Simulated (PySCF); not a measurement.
# C₅H₅BF₂OS: excited states, first hyperpolarisability

What do calculations give for the excited states, first hyperpolarisability of C₅H₅BF₂OS (`CSc1ccc(B(F)F)o1`)?

Computed with PySCF 2.14.0 and routines of our own; the level stands in each step. Atoms count from 0.

### 1 The starting structure

15 atoms, charge 0, multiplicity 1; geometry from: GFN2-xTB.

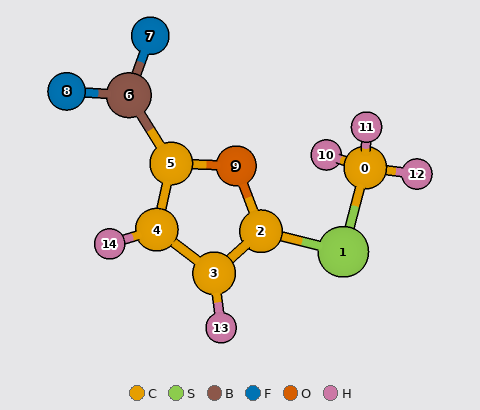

The starting geometry (carbon amber, sulfur green, boron brown, fluorine blue, oxygen orange, hydrogen pink).

### 2 Geometry optimisation at PBE0-D3(BJ)/def2-SVP

Job settings and geometry (Å):

```
{"job": {"xc": "PBE0", "basis": "def2-SVP", "d3": "d3bj", "grid": 2, "kind": "geom"}, "charge": 0, "multiplicity": 1}
C     -2.416807     1.433276    -0.137719
S     -2.380068    -0.333771    -0.557644
C     -0.719549    -0.683221    -0.191043
C     -0.036889    -1.878058    -0.260714
C      1.271622    -1.581039     0.137121
C      1.324286    -0.228913     0.429558
B      2.477740     0.652539     0.900202
F      2.357560     1.945331     1.148469
F      3.693427     0.164619     1.089747
O      0.077255     0.304133     0.217996
H     -2.169725     1.557308     0.911992
H     -1.707717     1.967434    -0.762169
H     -3.428185     1.773024    -0.334251
H     -0.441696    -2.822085    -0.558706
H      2.094332    -2.262586     0.211386
```

Launch:

```console
$ OMP_NUM_THREADS=1 python excited_run.py task.json out
```

One launch serves the whole session: the jobs run in the order shown.

The log of the run:

```text
step   0  E = -890.45972704  max force = 0.016272
step   1  E = -890.46127266  max force = 0.002433
step   2  E = -890.46134641  max force = 0.001814
step   3  E = -890.46138364  max force = 0.000573
step   4  E = -890.46138719  max force = 0.000240
optimisation converged
```

Wall time 73 s (1 thread of Arm Neoverse V1, shared host); peak memory 0.79 GiB.

The steps of the relaxation:

```tsv
step	energy from step 0 (eV)	largest force component (eV/Å)
0	0.0000	0.8367
1	-0.0421	0.1251
2	-0.0441	0.0933
3	-0.0451	0.0295
4	-0.0452	0.0123
```

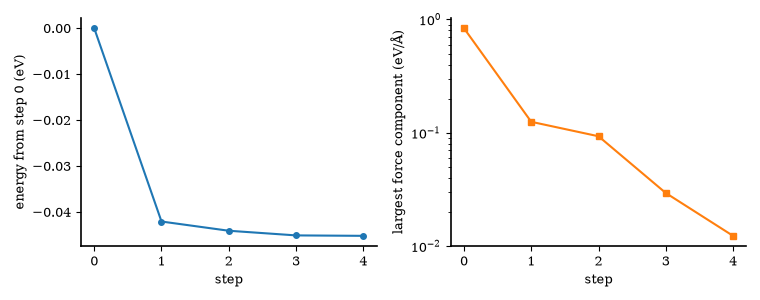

Energy and largest force along the relaxation.

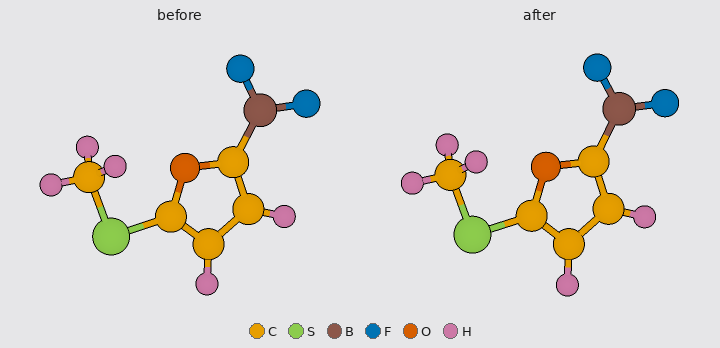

Before and after, at one scale.

Close pairs (by a distance rule), those that changed most:

```tsv
bond	before (Å)	after (Å)	change (Å)
C4–H14	1.071	1.089	+0.018
C3–H13	1.070	1.087	+0.017
C3–C4	1.400	1.415	+0.015
C0–H12	1.085	1.098	+0.013
C0–H10	1.086	1.098	+0.012
C0–H11	1.085	1.098	+0.012
C0–S1	1.817	1.805	-0.012
C4–C5	1.384	1.377	-0.007
```

The final coordinates are the input of the step that follows.

```tsv
at the end point	value
rotational constants (GHz, main isotopes)	2.394, 0.636, 0.504
dipole moment (D)	2.16
```

### 3 Excited states: TDA CAM-B3LYP/aug-cc-pVDZ

Job settings and geometry (Å):

```
{"job": {"kind": "states", "xc": "CAM-B3LYP", "basis": "aug-cc-pVDZ", "tda": true, "soc": true, "nstates": 6, "ntriplets": 5, "nquad": 4}, "charge": 0, "multiplicity": 1}
C     -2.272487     1.522260    -0.027038
S     -2.263942    -0.242057    -0.408131
C     -0.594192    -0.622765    -0.108594
C      0.066477    -1.831361    -0.181285
C      1.409102    -1.541330     0.157234
C      1.492489    -0.191572     0.416676
B      2.655002     0.710834     0.818837
F      2.507063     2.010107     1.010540
F      3.864979     0.199069     0.985580
O      0.241232     0.354451     0.244535
H     -2.004973     1.701240     1.022605
H     -1.585968     2.070567    -0.685026
H     -3.302380     1.857068    -0.207468
H     -0.369542    -2.791736    -0.443950
H      2.238866    -2.244057     0.211341
```

Method: TDA CAM-B3LYP/aug-cc-pVDZ excited states, vertical, gas phase, spin-orbit mean-field couplings.

The log of the run:

```text
coarse grid: 14504 points
cycle   1  E = -891.3516454843  dE =  1.974e+00  |g| = 7.478e-01  |ddm| = 1.595e+01
cycle   2  E = -891.3253660413  dE =  2.628e-02  |g| = 9.222e-01  |ddm| = 4.601e+00
cycle   3  E = -891.4625579818  dE = -1.372e-01  |g| = 5.812e-02  |ddm| = 2.187e+00
cycle   4  E = -891.4630581543  dE = -5.002e-04  |g| = 4.105e-02  |ddm| = 2.867e-01
cycle   5  E = -891.4634021737  dE = -3.440e-04  |g| = 1.440e-02  |ddm| = 1.261e-01
cycle   6  E = -891.4634465403  dE = -4.437e-05  |g| = 2.905e-03  |ddm| = 3.336e-02
cycle   7  E = -891.4634487607  dE = -2.220e-06  |g| = 8.101e-04  |ddm| = 1.085e-02
final grid: 140272 points
cycle   8  E = -891.4765842752  dE = -4.427e-05  |g| = 3.811e-03  |ddm| = 2.338e-01
cycle   9  E = -891.4765848735  dE = -5.983e-07  |g| = 3.714e-03  |ddm| = 3.033e-02
cycle  10  E = -891.4765880025  dE = -3.129e-06  |g| = 5.160e-04  |ddm| = 1.187e-02
cycle  11  E = -891.4765880428  dE = -4.037e-08  |g| = 3.271e-04  |ddm| = 1.870e-03
cycle  12  E = -891.4765880661  dE = -2.326e-08  |g| = 6.842e-05  |ddm| = 8.357e-04
cycle  13  E = -891.4765880674  dE = -1.287e-09  |g| = 1.958e-05  |ddm| = 2.326e-04
cycle  14  E = -891.4765880675  dE = -1.401e-10  |g| = 1.122e-05  |ddm| = 8.976e-05
converged SCF energy = -891.4765880675

Singlet excitations
state   eV       nm        f     d(h-e)  d(exc)  Lambda  PR(NTO)  |dmu|/D   mu/D   main configurations
  1   4.8879   253.7   0.51721   1.431   3.403   0.649   1.093    3.880    6.026   H->L 0.93
  2   5.0528   245.4   0.01594   1.443   3.784   0.279   1.027    5.836    4.883   H->L+1 0.57, H->L+9 0.13
  3   5.4398   227.9   0.00733   1.160   4.237   0.238   1.045    5.526    4.821   H->L+2 0.47, H->L+1 0.21
  4   6.0081   206.4   0.00024   0.149   4.939   0.225   1.084    1.561    1.319   H->L+3 0.69, H->L+2 0.10
  5   6.1092   202.9   0.04327   0.163   4.066   0.373   1.182                     H->L+4 0.52, H->L+10 0.28, H->L+8 0.09
  6   6.2395   198.7   0.00269   0.989   4.934   0.239   1.069                     H->L+2 0.27, H->L+5 0.25, H->L+9 0.15

Triplet excitations (Tamm-Dancoff)
state   eV     d(h-e)  d(exc)  Lambda  PR(NTO)   main configurations
  1   3.1737   0.560   2.898   0.658   1.039   H->L 0.86
  2   4.7617   1.156   3.386   0.277   1.034   H->L+1 0.40, H->L+9 0.17, H->L+2 0.10
  3   4.9224   0.079   2.635   0.592   1.948   H->L+10 0.38, H-1->L 0.33
  4   5.3598   0.809   4.205   0.244   1.058   H->L+2 0.36, H->L+1 0.33
  5   5.4033   0.892   2.992   0.612   1.602   H-1->L 0.33, H->L+10 0.24, H-2->L 0.19
S1 - T1 = 1.7142 eV

Spin-orbit couplings |<S|Hso|T>| (cm-1)
             T1       T2       T3       T4       T5
S0        1.591  107.500    9.440   30.844    0.849
S1        2.011   15.406    2.608    3.803    0.148
S2       12.701    3.064    7.329    1.938    0.896
S3        4.478    3.320    2.891    0.053    0.416
S4        2.142    1.338    1.184    0.346    0.429
S5        0.426    3.649    0.143    1.714    0.034
S6        9.912    4.130    4.463    0.335    0.466
T1 sublevels (cm-1): 0.000 0.001 0.002   radiative rates (1/s): 0.259 0.00838 0.329
```

Wall time 95 s (1 thread of Arm Neoverse V1, shared host); peak memory 1.2 GiB.

Key values:

```tsv
quantity	value
S1 less T1	1.71 eV
```

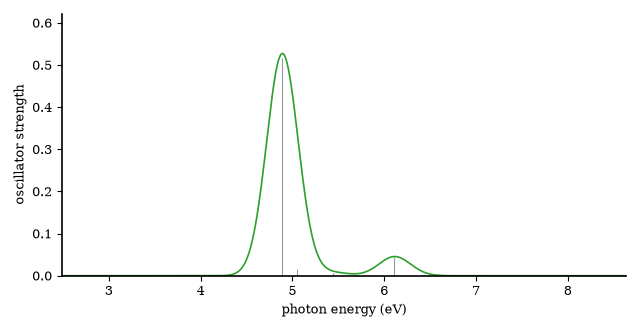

Absorption lines of the singlets. Lines are broadened to a width of 0.40 eV (Gaussian).

### 4 Excited states: TDDFT CAM-B3LYP/aug-cc-pVDZ

Settings changed since step 3:

```diff
@@ -1,2 +1,2 @@
-{"job": {"kind": "states", "xc": "CAM-B3LYP", "basis": "aug-cc-pVDZ", "tda": true, "soc": true, "nstates": 6, "ntriplets": 5, "nquad": 4}, "charge": 0, "multiplicity": 1}
+{"job": {"kind": "states", "xc": "CAM-B3LYP", "basis": "aug-cc-pVDZ", "tpa": true, "nstates": 8, "nquad": 6, "ntriplets": 0}, "charge": 0, "multiplicity": 1}
 C     -2.272487     1.522260    -0.027038
```

Method: TDDFT CAM-B3LYP/aug-cc-pVDZ excited states, vertical, gas phase, two-photon moments by quadratic response.

The log of the run:

```text
coarse grid: 14504 points
cycle   1  E = -891.3516454843  dE =  1.974e+00  |g| = 7.478e-01  |ddm| = 1.595e+01
cycle   2  E = -891.3253660413  dE =  2.628e-02  |g| = 9.222e-01  |ddm| = 4.601e+00
cycle   3  E = -891.4625579818  dE = -1.372e-01  |g| = 5.812e-02  |ddm| = 2.187e+00
cycle   4  E = -891.4630581543  dE = -5.002e-04  |g| = 4.105e-02  |ddm| = 2.867e-01
cycle   5  E = -891.4634021737  dE = -3.440e-04  |g| = 1.440e-02  |ddm| = 1.261e-01
cycle   6  E = -891.4634465403  dE = -4.437e-05  |g| = 2.905e-03  |ddm| = 3.336e-02
cycle   7  E = -891.4634487607  dE = -2.220e-06  |g| = 8.101e-04  |ddm| = 1.085e-02
final grid: 140272 points
cycle   8  E = -891.4765842752  dE = -4.427e-05  |g| = 3.811e-03  |ddm| = 2.338e-01
cycle   9  E = -891.4765848735  dE = -5.983e-07  |g| = 3.714e-03  |ddm| = 3.033e-02
cycle  10  E = -891.4765880025  dE = -3.129e-06  |g| = 5.160e-04  |ddm| = 1.187e-02
cycle  11  E = -891.4765880428  dE = -4.037e-08  |g| = 3.271e-04  |ddm| = 1.870e-03
cycle  12  E = -891.4765880661  dE = -2.326e-08  |g| = 6.842e-05  |ddm| = 8.357e-04
cycle  13  E = -891.4765880674  dE = -1.287e-09  |g| = 1.958e-05  |ddm| = 2.326e-04
cycle  14  E = -891.4765880675  dE = -1.401e-10  |g| = 1.122e-05  |ddm| = 8.976e-05
converged SCF energy = -891.4765880675

Singlet excitations
state   eV       nm        f     d(h-e)  d(exc)  Lambda  PR(NTO)  |dmu|/D   mu/D   delta(TPA)   sigma/GM   main configurations
  1   4.6631   265.9   0.39370   1.371   3.324   0.649   1.132    3.861    6.005      707.30      5.634   H->L 0.97
  2   5.0371   246.1   0.00380   1.497   3.791   0.273   1.024    5.965    4.974       11.89      0.110   H->L+1 0.57, H->L+9 0.14
  3   5.4363   228.1   0.00670   1.152   4.246   0.239   1.045    5.468    4.761        1.88      0.020   H->L+2 0.47, H->L+1 0.22
  4   6.0013   206.6   0.00054   0.165   4.927   0.226   1.085    1.637    1.178      230.60      3.043   H->L+3 0.69, H->L+2 0.10
  5   6.0599   204.6   0.04108   0.276   3.908   0.402   1.230    1.442    1.406      623.67      8.390   H->L+4 0.43, H->L+10 0.35, H->L+8 0.10
  6   6.2357   198.8   0.00225   0.971   4.942   0.240   1.068    4.672    5.461       27.33      0.389   H->L+2 0.27, H->L+5 0.24, H->L+9 0.16
  7   6.3852   194.2   0.00418   1.105   4.320   0.440   1.616                                            H->L+4 0.44, H->L+10 0.22, H-1->L 0.16
  8   6.5081   190.5   0.00818   1.958   5.017   0.271   1.045                                            H->L+7 0.39, H->L+9 0.19, H->L+1 0.11
```

It took 2 min on 1 thread of Arm Neoverse V1, shared host; peak memory 1.2 GiB.

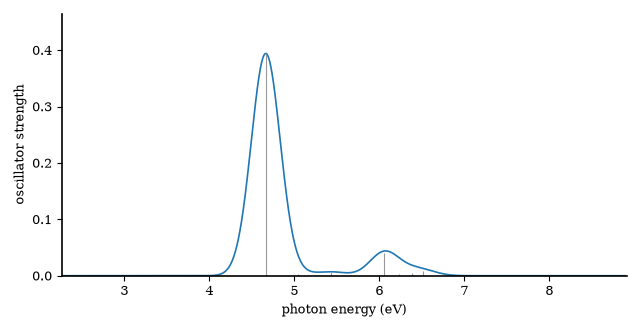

Absorption lines of the singlets. Lines are broadened to a width of 0.40 eV (Gaussian).

### 5 First hyperpolarisability: quadratic response CAM-B3LYP/aug-cc-pVDZ

Settings changed since step 4:

```diff
@@ -1,2 +1,2 @@
-{"job": {"kind": "states", "xc": "CAM-B3LYP", "basis": "aug-cc-pVDZ", "tpa": true, "nstates": 8, "nquad": 6, "ntriplets": 0}, "charge": 0, "multiplicity": 1}
+{"job": {"kind": "beta", "xc": "CAM-B3LYP", "basis": "aug-cc-pVDZ"}, "charge": 0, "multiplicity": 1}
 C     -2.272487     1.522260    -0.027038
```

Method: quadratic response CAM-B3LYP/aug-cc-pVDZ first hyperpolarisability, Taylor convention, gas phase.

The log of the run:

```text
coarse grid: 14504 points
cycle   1  E = -891.3516454843  dE =  1.974e+00  |g| = 7.478e-01  |ddm| = 1.595e+01
cycle   2  E = -891.3253660413  dE =  2.628e-02  |g| = 9.222e-01  |ddm| = 4.601e+00
cycle   3  E = -891.4625579818  dE = -1.372e-01  |g| = 5.812e-02  |ddm| = 2.187e+00
cycle   4  E = -891.4630581543  dE = -5.002e-04  |g| = 4.105e-02  |ddm| = 2.867e-01
cycle   5  E = -891.4634021737  dE = -3.440e-04  |g| = 1.440e-02  |ddm| = 1.261e-01
cycle   6  E = -891.4634465403  dE = -4.437e-05  |g| = 2.905e-03  |ddm| = 3.336e-02
cycle   7  E = -891.4634487607  dE = -2.220e-06  |g| = 8.101e-04  |ddm| = 1.085e-02
final grid: 140272 points
cycle   8  E = -891.4765842752  dE = -4.427e-05  |g| = 3.811e-03  |ddm| = 2.338e-01
cycle   9  E = -891.4765848735  dE = -5.983e-07  |g| = 3.714e-03  |ddm| = 3.033e-02
cycle  10  E = -891.4765880025  dE = -3.129e-06  |g| = 5.160e-04  |ddm| = 1.187e-02
cycle  11  E = -891.4765880428  dE = -4.037e-08  |g| = 3.271e-04  |ddm| = 1.870e-03
cycle  12  E = -891.4765880661  dE = -2.326e-08  |g| = 6.842e-05  |ddm| = 8.357e-04
cycle  13  E = -891.4765880674  dE = -1.287e-09  |g| = 1.958e-05  |ddm| = 2.326e-04
cycle  14  E = -891.4765880675  dE = -1.401e-10  |g| = 1.122e-05  |ddm| = 8.976e-05
converged SCF energy = -891.4765880675

Lowest singlets (eV, f): 4.6631 0.3936  5.0371 0.0038  5.4363 0.0067

First hyperpolarisability (au)
process     nm      |vector|   parallel      HRS      DR
static         -      677.76     398.28      286.2   4.692
shg       1907.0      769.01     452.83     323.58   4.754
eope      1907.0      706.36     415.38          -       -
shg       1064.0     1046.91     618.89     437.48   4.874
eope      1064.0      776.09     457.06          -       -
```

It took 1.7 min on 1 thread of Arm Neoverse V1, shared host; peak memory 1.2 GiB.

### 6 Results

| quantity | value |
| --- | --- |
| rotational constants (main isotopes) | 2.39, 0.64, 0.50 GHz |
| S1 less T1 (step 3, TDA CAM-B3LYP/aug-cc-pVDZ) | 1.71 eV |
| β vector (step 5, quadratic response CAM-B3LYP/aug-cc-pVDZ) | static 678, SHG 1907.0 nm 769, SHG 1064.0 nm 1047 au |

In words: Over 4 steps the energy fell by 0.045 eV; of the close pairs, C4–H14 changed most, 1.071 to 1.089 Å. In step 3, the number of triplets below S1 is 2, and the largest singlet-triplet spin-orbit coupling is S0–T2, 107.50 cm⁻¹. β grows from 678 au (static) to 1047 au for doubling at 1064.0 nm: normal dispersion, which grows as twice the photon energy moves toward the bright states.
